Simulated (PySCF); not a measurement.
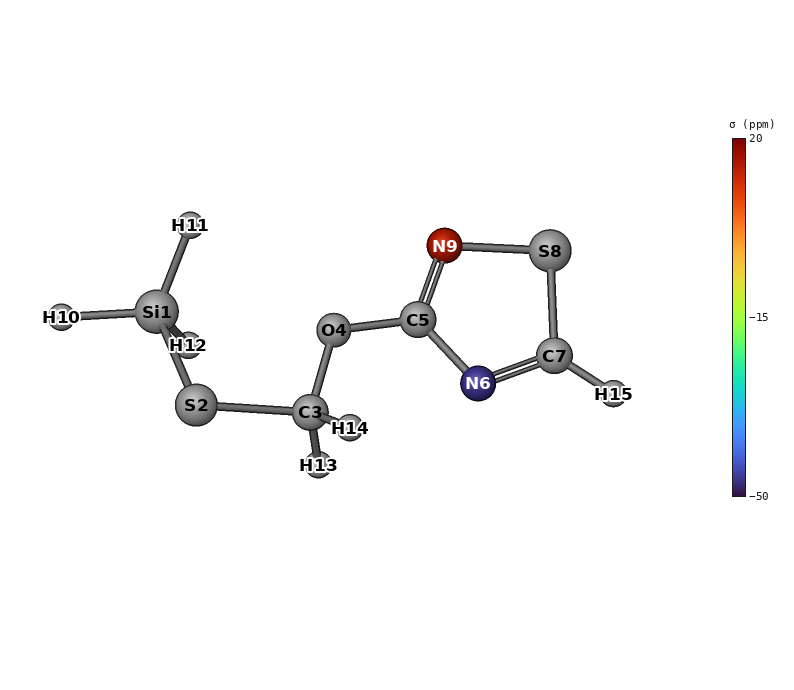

Atoms are coloured by their isotropic NMR shieldings (N only, the others grey). Computed geometry: GFN2-xTB optimisation. No frequency run is at hand to confirm it as a minimum. Properties computed with GIAO PBE0/pcSseg-1 NMR shielding, non-relativistic, gas phase (PySCF 2.14.0).

List the isotropic NMR shieldings of the N atoms.

```tsv
atom	σ (ppm)
N6	−46.5
N9	15.2
```

The geometry is semi-empirical. Around Si such bond lengths and angles can be off by a tenth of an ångström or more and by several degrees, and values that hang on the shape move with them.
